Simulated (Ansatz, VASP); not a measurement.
# GaAs in two plane-wave programs

Wanted: the spread between two codes on one cell, functional and k mesh. Valence electrons are named where the data sets of a main pair hold unlike numbers.

Calculated with Ansatz 0.2.0; plane waves, with VASP 6.6.1 beside it; band structure at HSE06.

## Step 1: The structure

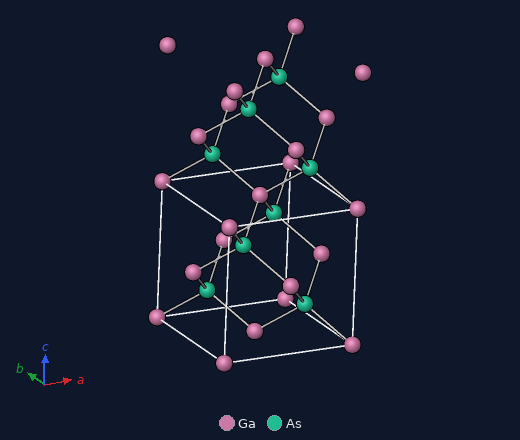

The cell as given, slightly off an axis (gallium pink, arsenic teal). 1×1×2 cells are drawn. This picture shows the conventional cell, with its axes. Bonds to atoms that aren't drawn are left out. Some periodic images of atoms are drawn too.

Structure file:

```cif
data_structure
_symmetry_space_group_name_H-M 'F-43m'
_symmetry_Int_Tables_number 216
_cell_length_a 5.6537
_cell_length_b 5.6537
_cell_length_c 5.6537
_cell_angle_alpha 90.000
_cell_angle_beta 90.000
_cell_angle_gamma 90.000
_cell_volume 180.72
loop_
_atom_site_label
_atom_site_type_symbol
_atom_site_symmetry_multiplicity
_atom_site_Wyckoff_symbol
_atom_site_fract_x
_atom_site_fract_y
_atom_site_fract_z
_atom_site_occupancy
Ga1 Ga 4 a 0.00000 0.00000 0.00000 1
As1 As 4 d 0.25000 0.25000 0.75000 1
```

## Step 2: VASP: band structure, HSE06

The same path points are solved in both programs, so levels can be compared one by one.

Lines of VASP's logs that name or quote its potential files are left out, and so is its time.

The run reads the wave functions of an earlier VASP run, which isn't shown here.

Input file INCAR:

```
SYSTEM = GaAs
PREC = Accurate
ENCUT = 400
EDIFF = 1E-06
NELM = 100
ISMEAR = 0
SIGMA = 0.02
LREAL = .FALSE.
ALGO = Normal
LHFCALC = .TRUE.
AEXX = 0.25
GGA = PE
HFSCREEN = 0.2
LASPH = .TRUE.
NBANDS = 15
PRECFOCK = Fast
LORBIT = 11
LWAVE = .FALSE.
LCHARG = .FALSE.
KPAR = 4
```

Input file POSCAR:

```
GaAs
1.0
    0.0000000000      2.8268500000      2.8268500000
    2.8268500000      0.0000000000      2.8268500000
    2.8268500000      2.8268500000      0.0000000000
Ga As
1 1
Direct
    0.0000000000      0.0000000000      0.0000000000
    0.2500000000      0.2500000000      0.2500000000
```

Input file KPOINTS:

```
Automatic mesh
0
Gamma
4 4 4
0 0 0
```

Input file KPOINTS_OPT:

```
Line mode
6
Line-mode
Reciprocal
  0.00000000   0.00000000   0.00000000 GAMMA
  0.50000000   0.00000000   0.50000000 X

  0.50000000   0.00000000   0.50000000 X
  0.50000000   0.25000000   0.75000000 W

  0.50000000   0.25000000   0.75000000 W
  0.37500000   0.37500000   0.75000000 K

  0.37500000   0.37500000   0.75000000 K
  0.00000000   0.00000000   0.00000000 GAMMA

  0.00000000   0.00000000   0.00000000 GAMMA
  0.50000000   0.50000000   0.50000000 L

  0.50000000   0.50000000   0.50000000 L
  0.62500000   0.25000000   0.62500000 U

  0.62500000   0.25000000   0.62500000 U
  0.50000000   0.25000000   0.75000000 W

  0.50000000   0.25000000   0.75000000 W
  0.50000000   0.50000000   0.50000000 L

  0.50000000   0.50000000   0.50000000 L
  0.37500000   0.37500000   0.75000000 K

  0.62500000   0.25000000   0.62500000 U
  0.50000000   0.00000000   0.50000000 X
```

The projector-augmented-wave data sets are Ga_d and As (PBE family, release 64).

The run is started by

```
mpirun -np 4 vasp_std
```

Numbers of over 12 decimals in the logs are rounded to 6 here.

The log of the run:

```text
[banner, memory and clock lines left out]
running    4 mpi-ranks, on    1 nodes
 distrk:  each k-point on    1 cores,    4 groups
 distr:  one band on    1 cores,    1 groups

 POSCAR found type information on POSCAR GaAs
 POSCAR found :  2 types and       2 ions
 LDA part: xc-table for (Slater+PW92), standard interpolation
 found WAVECAR, reading the header
 POSCAR, INCAR and KPOINTS ok, starting setup
 FFT: planning ... GRIDC
 FFT: planning ... GRID_SOFT
 FFT: planning ... GRID
 reading WAVECAR
 the WAVECAR file was read successfully
 initial charge from wavefunction
 entering main loop
       N       E                     dE             d eps       ncg     rms          rms(c)
DAV:   1    -0.974424957774E+01   -0.97442E+01   -0.71402E-01   367   0.162E+01    0.224E+00
DAV:   2    -0.974114916278E+01    0.31004E-02   -0.49190E-02   343   0.350E+00    0.152E+00
DAV:   3    -0.973906618085E+01    0.20830E-02   -0.53644E-03   324   0.124E+00    0.897E-01
DAV:   4    -0.973855273381E+01    0.51345E-03   -0.76321E-04   318   0.306E-01    0.505E-01
DAV:   5    -0.973840523105E+01    0.14750E-03   -0.12842E-04   275   0.927E-02    0.291E-01
DAV:   6    -0.973836432428E+01    0.40907E-04   -0.27362E-05   304   0.444E-02    0.164E-01
DAV:   7    -0.973835048384E+01    0.13840E-04   -0.56041E-06   268   0.216E-02    0.922E-02
DAV:   8    -0.973834503547E+01    0.54484E-05   -0.17181E-06   282   0.105E-02    0.510E-02
DAV:   9    -0.973834321495E+01    0.18205E-05   -0.60600E-07   141   0.546E-03    0.284E-02
DAV:  10    -0.973834270554E+01    0.50942E-06   -0.30654E-07   141   0.410E-03
   1 F= -.97383427E+01 E0= -.97383427E+01  d E =-.877448E-31
 Start KPOINTS_OPT (optional k-point list driver)
k-point batch [1-8\60]
       N       E                     dE             ncg
DAV:   1    -0.384310238094E+03   -0.29989E+04      240
DAV:   2    -0.115956782043E+04   -0.77526E+03      268
DAV:   3    -0.121908252648E+04   -0.59515E+02      303
DAV:   4    -0.122063482930E+04   -0.15523E+01      297
DAV:   5    -0.122065360271E+04   -0.18773E-01      331
DAV:   6    -0.122065403612E+04   -0.43341E-03      350
DAV:   7    -0.122065404223E+04   -0.61043E-05      315
DAV:   8    -0.122065404235E+04   -0.12241E-06      253
[...]
k-point batch [57-60\60]
       N       E                     dE             ncg
DAV:   1     0.210293220644E+04   -0.27160E+04      120
DAV:   2     0.172675443962E+04   -0.37618E+03      120
DAV:   3     0.169784990954E+04   -0.28905E+02      155
DAV:   4     0.169724103089E+04   -0.60888E+00      149
DAV:   5     0.169723463206E+04   -0.63988E-02      162
DAV:   6     0.169723445776E+04   -0.17430E-03      179
DAV:   7     0.169723445582E+04   -0.19423E-05      146
DAV:   8     0.169723445577E+04   -0.44759E-07      130
```

OUTCAR, selected parts (step 2):

```text
ion  position               nearest neighbor table
   1  0.000  0.000  0.000-   2 2.45   2 2.45   2 2.45   2 2.45
   2  0.250  0.250  0.250-   1 2.45   1 2.45   1 2.45   1 2.45

  LATTYP: Found a face centered cubic cell.
 ALAT       =     5.6537000000

 Subroutine GETGRP returns: Found 24 space group operations
 (whereof 24 operations were pure point group operations)

The static configuration has the point symmetry T_d .

 Found      8 irreducible k-points:

   k-points           NKPTS =      8   k-points in BZ     NKDIM =     64   number of bands    NBANDS=     15

   dimension x,y,z NGX =    28 NGY =   28 NGZ =   28
   dimension x,y,z NGXF=    56 NGYF=   56 NGZF=   56

   ENCUT  =  400.0 eV  29.40 Ry    5.42 a.u.   6.52  6.52  6.52*2*pi/ulx,y,z

   NELECT =      18.0000    total number of electrons

 k-points in reciprocal lattice and weights: Automatic mesh
   0.00000000  0.00000000  0.00000000       0.016
   0.25000000  0.00000000  0.00000000       0.125
   0.50000000  0.00000000  0.00000000       0.062
   0.25000000  0.25000000  0.00000000       0.094
   0.50000000  0.25000000  0.00000000       0.375
  -0.25000000  0.25000000  0.00000000       0.188
   0.50000000  0.50000000  0.00000000       0.047
  -0.25000000  0.50000000  0.25000000       0.094

  exchange ACFDT corr.  =         0.00000000  see jH, gK, PRB 81, 115126

 average (electrostatic) potential at core
       1 -59.4091       2 -46.4989

 E-fermi :   3.6688

 k-point     1 :       0.0000    0.0000    0.0000
  band No.  band energies     occupation
    ...
      5     -13.8015      2.00000
      6     -10.4319      2.00000
      7       3.5089      2.00000
      8       3.5089      2.00000
      9       3.5089      2.00000
     10       4.9975      0.00000
     11       8.0777      0.00000
     12       8.0777      0.00000
     13       8.0777      0.00000
     14      12.1334      0.00000
    ...

 k-point     2 :       0.2500    0.0000    0.0000
  band No.  band energies     occupation
    ...
      5     -13.8010      2.00000
      6      -9.6844      2.00000
      7      -0.8668      2.00000
      8       2.7896      2.00000
      9       2.7896      2.00000
     10       5.8188      0.00000
     11       8.9923      0.00000
     12       8.9923      0.00000
     13      10.4782      0.00000
     14      13.4698      0.00000
    ...

 k-point     3 :       0.5000    0.0000    0.0000
  band No.  band energies     occupation
    ...
      5     -13.7986      2.00000
      6      -8.5097      2.00000
      7      -3.6842      2.00000
      8       2.2803      2.00000
      9       2.2803      2.00000
     10       5.3296      0.00000
     11       8.9972      0.00000
     12       8.9972      0.00000
     13      12.2007      0.00000
     14      15.1451      0.00000
    ...

  energy-cutoff  :      400.00
  volume of cell :       45.18
      direct lattice vectors                 reciprocal lattice vectors
     0.000000000  2.826850000  2.826850000    -0.176875321  0.176875321  0.176875321
     2.826850000  0.000000000  2.826850000     0.176875321 -0.176875321  0.176875321
     2.826850000  2.826850000  0.000000000     0.176875321  0.176875321 -0.176875321

 POSITION                                       TOTAL-FORCE (eV/Angst)
 -----------------------------------------------------------------------------------
      0.00000      0.00000      0.00000        -0.000000     -0.000000     -0.000000
      1.41342      1.41342      1.41342         0.000000      0.000000      0.000000
 -----------------------------------------------------------------------------------
    total drift:                               -0.000016     -0.000024     -0.000021

  FREE ENERGIE OF THE ION-ELECTRON SYSTEM (eV)
  ---------------------------------------------------
  free  energy   TOTEN  =        -9.7383427055 eV

  energy  without entropy=       -9.7383427055  energy(sigma->0) =       -9.73834271

 total charge
# of ion       s       p       d       tot
------------------------------------------
    1        0.826   0.810  10.012  11.648
    2        1.206   1.672   0.031   2.908
--------------------------------------------------
tot          2.031   2.482  10.043  14.556

[... 3 further parts left out ...]
```

The k-mesh is coarse for exact exchange; levels may shift by about 0.1 eV on a finer one. Spin-orbit coupling is off here; it would split degenerate levels, and it lifts a valence top of As p states by about 0.1 eV. The PAW data sets were made with PBE, which is usual practice but a small mismatch for other functionals.

(Continued in part 2 of 2.)

[Lines on the potential files, build, host, timing and source positions are cut from VASP's logs without a mark.]

[Logs are printed without paths, hosts, clocks, repeated set-up lines and the standing remarks that a program may print on its own settings, such as how far it seeks lower states.]

[Hosts, paths, dates, database ids (printed as entryN), source tags and the programs' standing remarks are cut or masked in the printed files.]
